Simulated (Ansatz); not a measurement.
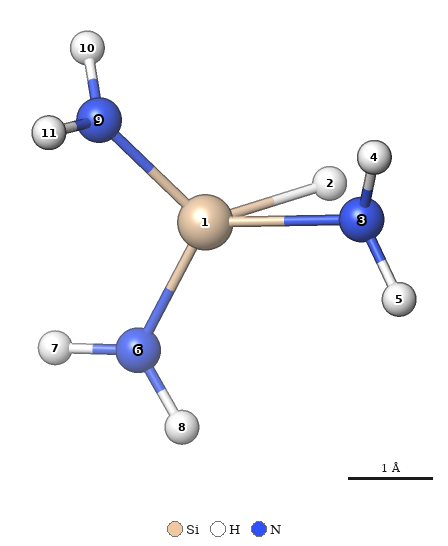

The structure as given in the input (ball-and-stick view, seen at a tilt; atoms are numbered from 1 in the order of the input).

**Geometry relaxation of SiN3H7 (part 1 of 2)**

- system: SiN3H7
- method: RKS PBE0/def2-SVP (Ansatz 0.2.0)

The input holds or restrains some coordinates. Forces given for the steps count only the free coordinates. It belongs to a series of runs on one base structure; here: pulled along the bonds that form and break, towards end B. Figures and captions count atoms from 1; the log counts them from 0 in places.

## Input file
```yaml
crystal:
  periodic: [false, false, false]
  atoms:
    - { symbol: Si, position_ang: [0.0, 0.0, 0.0] }
    - { symbol: H, position_ang: [0.8198, 0.0, 1.4434] }
    - { symbol: "N", position_ang: [1.9526, 0.0, 0.5176] }
    - { symbol: H, position_ang: [2.4509, -0.918, 0.3369] }
    - { symbol: H, position_ang: [2.4539, 0.918, 0.3453] }
    - { symbol: "N", position_ang: [-0.8572, 1.4851, -0.6061] }
    - { symbol: H, position_ang: [-1.8773, 1.43, -0.8888] }
    - { symbol: H, position_ang: [-0.3367, 2.4058, -0.6766] }
    - { symbol: "N", position_ang: [-0.8572, -1.4851, -0.6061] }
    - { symbol: H, position_ang: [-1.3922, -2.1014, 0.0704] }
    - { symbol: H, position_ang: [-0.8219, -1.7344, -1.6357] }
basis:
  gaussian: { orbitals: def2-SVP }
hamiltonian:
  xc: pbe0
relax:
  f_tol: 0.15
  max_steps: 25
  restrain:
    - { distance: [1, 2], at: 1.06, k: 30.0 }
    - { distance: [0, 1], at: 2.66, k: 30.0 }
    - { distance: [0, 2], at: 3.02, k: 30.0 }
output:
  orbitals: {}
```

Run on 2 threads of Arm Neoverse V2, 24 GiB of memory available, shared host.

Command:
```bash
ansatz run input.yaml --threads 2 --pin off --max-ram 3072MiB --backend cpu --events-out ev --progress --plain --runs-dir out
```

## What the program printed
```
The last accepted step is kept in [file] (removed where the run ends without a failure and the disk answers)
Engine: ansatz 0.2.0, aarch64-unknown-linux-gnu
Functional definition: PBE0
  parameter a = 0.25
  parameter kappa = 0.804
  parameter beta = 0.06672455060314922
  exchange = (1 - a)*pbe_x(kappa = kappa, mu = beta*pi^2/3) + a*exact_x
  correlation = pbe_c(beta = beta)
1040 factors; integrals over basis functions are off by at most 2.7e-4 eV
mean field evaluation 1: about -12432.1320 eV, gradient 7.8e1 eV
mean field evaluation 2: about -12416.7822 eV, gradient 1.1e2 eV
mean field evaluation 4: about -12444.5932 eV, gradient 8.1e0 eV
mean field evaluation 8: about -12444.7545 eV, gradient 1.5e-1 eV
mean field evaluation 16: about -12444.7546 eV, gradient 8.6e-5 eV
mean field -12444.75464239 eV, -457.3362977501 hartree, gradient 8.6e-5 eV, S^2 0.000000; 0 other end points of the search recorded, 0 dependent functions left out
the calculation of the forces begins
reference -12444.75467160 eV, -457.3362988235 hartree; 21, 21 occupied and 74, 74 virtual orbitals, 1040 factors
relax step   1: F+E_penalty+E_count = -12444.75464239 eV  Δ(F+E_penalty+E_count) = +0.000e0 eV  max|allowed force component| = 3.058e0 eV/Å  E_restraint = 32.43598318 eV  max|allowed force component, restraints' pulls added| = 4.553e1 eV/Å  Δτ_max = 0.0000 Å  (26 SCF iters, accepted)
  distance H 1 - N 2 = 1.4630 Å
  distance Si 0 - H 1 = 1.6600 Å
  distance Si 0 - N 2 = 2.0200 Å
these checks for a lower state are left out or cut short: starts, cluster_reference, orbital_swaps, neighbouring_geometries, increment
1040 factors; integrals over basis functions are off by at most 3.3e-4 eV
mean field -12444.08544967 eV, -457.3117053715 hartree, gradient 5.1e-5 eV, S^2 0.000000; 0 other end points of the search recorded, 0 dependent functions left out
[... from here on the field's lines of each further geometry are left out, up to the last ...]
relax step   2: F+E_penalty+E_count = -12444.08544967 eV  Δ(F+E_penalty+E_count) = +6.692e-1 eV  max|allowed force component| = 5.830e0 eV/Å  E_restraint = 17.85514158 eV  max|allowed force component, restraints' pulls added| = 3.273e1 eV/Å  Δτ_max = 0.1943 Å  (35 SCF iters, accepted)
relax step   3: F+E_penalty+E_count = -12443.60360150 eV  Δ(F+E_penalty+E_count) = +4.818e-1 eV  max|allowed force component| = 6.746e0 eV/Å  E_restraint = 7.36728956 eV  max|allowed force component, restraints' pulls added| = 2.029e1 eV/Å  Δτ_max = 0.1917 Å  (37 SCF iters, accepted)
relax step   4: F+E_penalty+E_count = -12444.27993059 eV  Δ(F+E_penalty+E_count) = -6.763e-1 eV  max|allowed force component| = 6.694e0 eV/Å  E_restraint = 1.31705735 eV  max|allowed force component, restraints' pulls added| = 8.703e0 eV/Å  Δτ_max = 0.1950 Å  (31 SCF iters, accepted)
relax step   5: F+E_penalty+E_count = -12445.71840283 eV  Δ(F+E_penalty+E_count) = -1.438e0 eV  max|allowed force component| = 4.147e0 eV/Å  E_restraint = 0.03246624 eV  max|allowed force component, restraints' pulls added| = 3.971e0 eV/Å  Δτ_max = 0.1945 Å  (31 SCF iters, accepted)
relax step   6: F+E_penalty+E_count = -12446.66118531 eV  Δ(F+E_penalty+E_count) = -9.428e-1 eV  max|allowed force component| = 1.702e0 eV/Å  E_restraint = 0.04826329 eV  max|allowed force component, restraints' pulls added| = 1.702e0 eV/Å  Δτ_max = 0.1946 Å  (30 SCF iters, accepted)
relax step   7: F+E_penalty+E_count = -12447.22257550 eV  Δ(F+E_penalty+E_count) = -5.614e-1 eV  max|allowed force component| = 1.998e0 eV/Å  E_restraint = 0.07012821 eV  max|allowed force component, restraints' pulls added| = 2.060e0 eV/Å  Δτ_max = 0.1942 Å  (28 SCF iters, accepted)
relax step   8: F+E_penalty+E_count = -12447.43156283 eV  Δ(F+E_penalty+E_count) = -2.090e-1 eV  max|allowed force component| = 1.107e0 eV/Å  E_restraint = 0.00519737 eV  max|allowed force component, restraints' pulls added| = 1.107e0 eV/Å  Δτ_max = 0.1948 Å  (29 SCF iters, accepted)
relax step   9: F+E_penalty+E_count = -12447.60687511 eV  Δ(F+E_penalty+E_count) = -1.753e-1 eV  max|allowed force component| = 1.266e0 eV/Å  E_restraint = 0.03044039 eV  max|allowed force component, restraints' pulls added| = 1.266e0 eV/Å  Δτ_max = 0.1950 Å  (28 SCF iters, accepted)
relax step  10: F+E_penalty+E_count = -12447.68703565 eV  Δ(F+E_penalty+E_count) = -8.016e-2 eV  max|allowed force component| = 9.120e-1 eV/Å  E_restraint = 0.01809841 eV  max|allowed force component, restraints' pulls added| = 9.120e-1 eV/Å  Δτ_max = 0.2000 Å  (28 SCF iters, accepted)
relax step  11: F+E_penalty+E_count = -12447.76222145 eV  Δ(F+E_penalty+E_count) = -7.519e-2 eV  max|allowed force component| = 9.764e-1 eV/Å  E_restraint = 0.01013863 eV  max|allowed force component, restraints' pulls added| = 9.764e-1 eV/Å  Δτ_max = 0.1947 Å  (28 SCF iters, accepted)
relax step  12: F+E_penalty+E_count = -12447.82547787 eV  Δ(F+E_penalty+E_count) = -6.326e-2 eV  max|allowed force component| = 1.002e0 eV/Å  E_restraint = 0.00988991 eV  max|allowed force component, restraints' pulls added| = 1.002e0 eV/Å  Δτ_max = 0.1901 Å  (28 SCF iters, accepted)
relax step  13: F+E_penalty+E_count = -12447.88640802 eV  Δ(F+E_penalty+E_count) = -6.093e-2 eV  max|allowed force component| = 5.906e-1 eV/Å  E_restraint = 0.00862638 eV  max|allowed force component, restraints' pulls added| = 3.743e-1 eV/Å  Δτ_max = 0.2000 Å  (28 SCF iters, accepted)
relax step  14: F+E_penalty+E_count = -12447.89915708 eV  Δ(F+E_penalty+E_count) = -1.275e-2 eV  max|allowed force component| = 5.724e-1 eV/Å  E_restraint = 0.00816723 eV  max|allowed force component, restraints' pulls added| = 2.166e-1 eV/Å  Δτ_max = 0.2000 Å  (27 SCF iters, accepted)
the calculation of the forces begins
reference -12447.90090288 eV, -457.4519206907 hartree; 21, 21 occupied and 74, 74 virtual orbitals, 1040 factors
relax step  15: F+E_penalty+E_count = -12447.90087499 eV  Δ(F+E_penalty+E_count) = -1.718e-3 eV  max|allowed force component| = 5.731e-1 eV/Å  E_restraint = 0.00821063 eV  max|allowed force component, restraints' pulls added| = 1.190e-1 eV/Å  Δτ_max = 0.1140 Å  (28 SCF iters, accepted)
  distance H 1 - N 2 = 1.0373 Å
  distance Si 0 - H 1 = 2.6641 Å
  distance Si 0 - N 2 = 3.0237 Å
1040 factors; integrals over basis functions are off by at most 6.7e-4 eV
mean field evaluation 128: about -12447.9009 eV, gradient 2.7e-5 eV
```

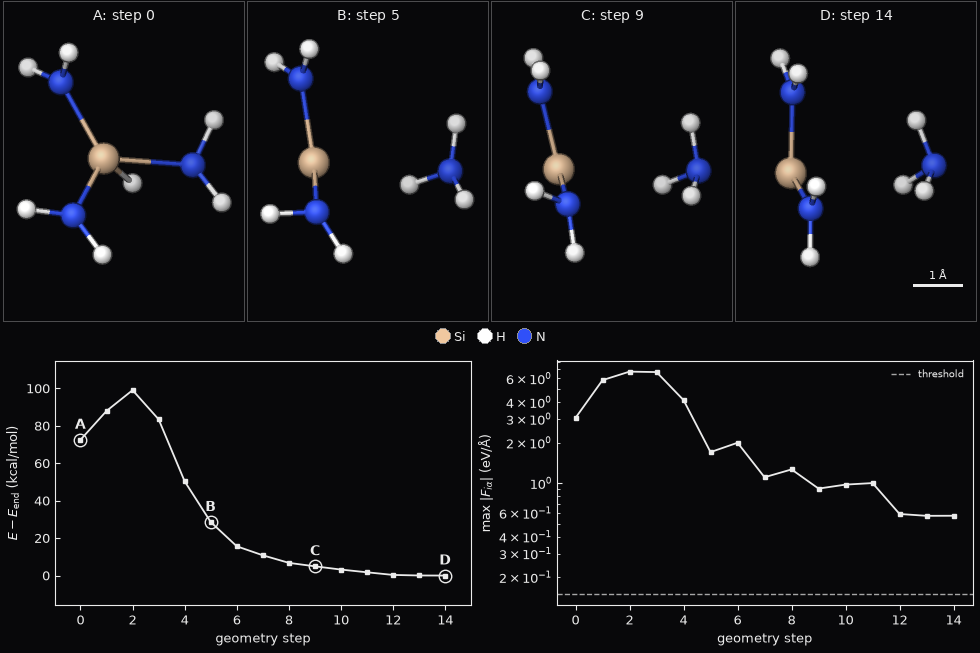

Frames of the restrained relaxation (ball-and-stick view, seen at a tilt) above the curves, on which the letters mark them (the first geometry is step 0 here and step 1 in the log).

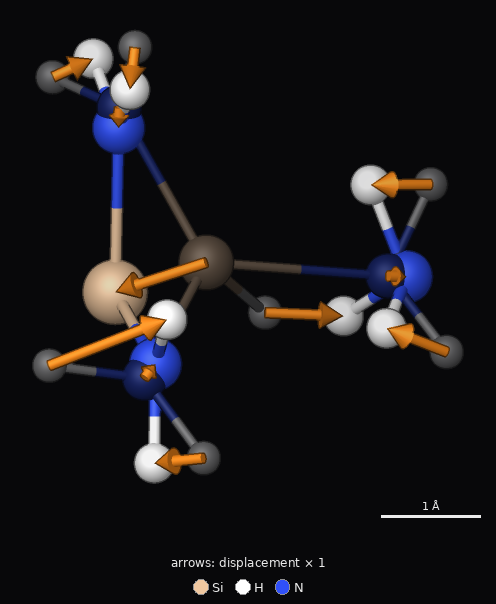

Start (faint) and end (solid) with the displacements as orange arrows, at true length (ball-and-stick view, seen at a tilt). The two geometries are laid on each other by the best rigid fit. The energy falls by 72.6 kcal/mol in 14 geometry steps. The largest force component goes from 3.1 to 0.57 eV/Å. The largest move after the best rigid fit is that of H7, 1.36 Å. Largest moves by element: H 1.36 Å, Si 1.04 Å, N 0.22 Å. Among the contacts that change: Si1–H2 1.660 → 2.664 Å, Si1–N3 2.020 → 3.024 Å, H2–N3 1.463 → 1.037 Å, Si1–N9 1.819 → 1.734 Å. New bonds form: H2–N3 (1.46 → 1.04 Å). Bonds break: Si1–H2 (1.66 → 2.66 Å), Si1–N3 (2.02 → 3.02 Å). Among the angles that change: H4–N3–H5 120.0° → 104.7°, N6–Si1–N9 109.5° → 100.0°, H10–N9–H11 120.0° → 112.2°. (Atoms are counted from 1 in the order of the input.)

```
mean field -12447.90087499 eV, -457.4519196657 hartree, gradient 2.1e-5 eV, S^2 0.000000; 1 other end points of the search recorded, 0 dependent functions left out
the calculation of the forces begins
reference -12447.90090288 eV, -457.4519206907 hartree; 21, 21 occupied and 74, 74 virtual orbitals, 1040 factors
Total energy: -12447.90090288 eV, -457.4519206907 hartree
Atom 0 at    -0.866238     0.063969     0.569775 Å, force    -0.105688     0.003846    -0.063951 eV/Å
Atom 1 at     1.629839     0.036373     1.500482 Å, force     0.453821    -0.034940    -0.523085 eV/Å
Atom 2 at     2.156120    -0.015948     0.608186 Å, force    -0.304197     0.034029     0.573106 eV/Å
Atom 3 at     1.797513    -0.850387     0.144356 Å, force     0.026213    -0.023065    -0.003071 eV/Å
Atom 4 at     1.800296     0.762677     0.053531 Å, force     0.035801     0.017455    -0.002647 eV/Å
Atom 5 at    -0.734182     1.335249    -0.604194 Å, force    -0.092847    -0.070705     0.058165 eV/Å
Atom 6 at    -0.750624     1.255075    -1.616953 Å, force     0.031811     0.017903     0.000837 eV/Å
Atom 7 at    -0.792612     2.298866    -0.297855 Å, force    -0.000475     0.055924    -0.044922 eV/Å
Atom 8 at    -0.852367    -1.316901    -0.478827 Å, force    -0.071502     0.085366     0.053766 eV/Å
Atom 9 at    -0.972727    -2.241766    -0.083997 Å, force    -0.013525    -0.055153    -0.041334 eV/Å
Atom 10 at    -0.880318    -1.327207    -1.494204 Å, force     0.040588    -0.030660    -0.006864 eV/Å
Dipole moment:    -0.352104    -0.025338    -0.524324 e Å
```

## Trajectory as extended XYZ (Å, eV, eV/Å), 15 frames, from step=1 to step=15
```
11
Properties=species:S:1:pos:R:3:forces:R:3 step=1 energy=-12444.75464
Si    0.0000    0.0000    0.0000   -1.7139  -0.3720   3.0582
H     0.8198    0.0000    1.4434   -2.4953  -0.1981   0.0926
N     1.9526    0.0000    0.5176    0.6507   0.2887  -2.4284
H     2.4509   -0.9180    0.3369    0.0630   1.4851  -0.1613
H     2.4539    0.9180    0.3453    0.1990  -1.4903  -0.0968
N    -0.8572    1.4851   -0.6061    1.1854  -0.3622  -0.5393
H    -1.8773    1.4300   -0.8888    1.9811   0.2696   0.2894
H    -0.3367    2.4058   -0.6766   -1.3768  -1.4680  -0.0081
N    -0.8572   -1.4851   -0.6061    0.8067   0.8583  -0.6141
H    -1.3922   -2.1014    0.0704    1.1605   0.9925  -1.4185
H    -0.8219   -1.7344   -1.6357   -0.4604  -0.0035   1.8265
11
Properties=species:S:1:pos:R:3:forces:R:3 step=2 energy=-12444.08545
Si   -0.1653   -0.0008   -0.1022    0.4137  -0.2849   5.8300
H     0.9255   -0.0014    1.5115   -0.4325  -0.1202  -1.8697
N     2.0098    0.0013    0.5817   -1.6375   0.1508  -1.0569
H     2.4564   -0.9117    0.3347    0.4299   1.0542   0.1208
H     2.4606    0.9123    0.3435    0.5907  -0.9889   0.1625
N    -0.8642    1.4950   -0.6188    0.1916   0.2043  -1.4341
H    -1.8692    1.4350   -0.8892    1.1816   0.5812  -0.0432
H    -0.3428    2.3993   -0.6765   -1.0611  -1.0616  -0.0363
N    -0.8643   -1.4946   -0.6179    0.0059   0.1715  -1.4796
H    -1.3861   -2.0972    0.0626    0.9261   0.7466  -1.1476
H    -0.8257   -1.7373   -1.6292   -0.6084  -0.4529   0.9542
11
Properties=species:S:1:pos:R:3:forces:R:3 step=3 energy=-12443.60360
Si   -0.3424   -0.0019   -0.1756    1.6174   0.0383   6.7461
H     1.0640   -0.0016    1.5377    2.7084  -0.0307  -3.3376
N     2.0583    0.0020    0.6674   -2.0629   0.0233   1.0633
H     2.4598   -0.9047    0.3388   -0.0544   1.1089   0.5956
H     2.4654    0.9061    0.3478    0.0872  -1.0068   0.6115
N    -0.8725    1.5017   -0.6382   -0.6953   1.3571  -2.2241
H    -1.8654    1.4428   -0.8923    0.2182   0.9346  -0.3851
H    -0.3488    2.3925   -0.6767   -0.7877  -0.6810  -0.0608
N    -0.8727   -1.5006   -0.6347   -1.0543  -1.3532  -2.0923
H    -1.3800   -2.0928    0.0538    0.6795   0.4667  -0.9181
H    -0.8311   -1.7435   -1.6278   -0.6562  -0.8571   0.0015
```
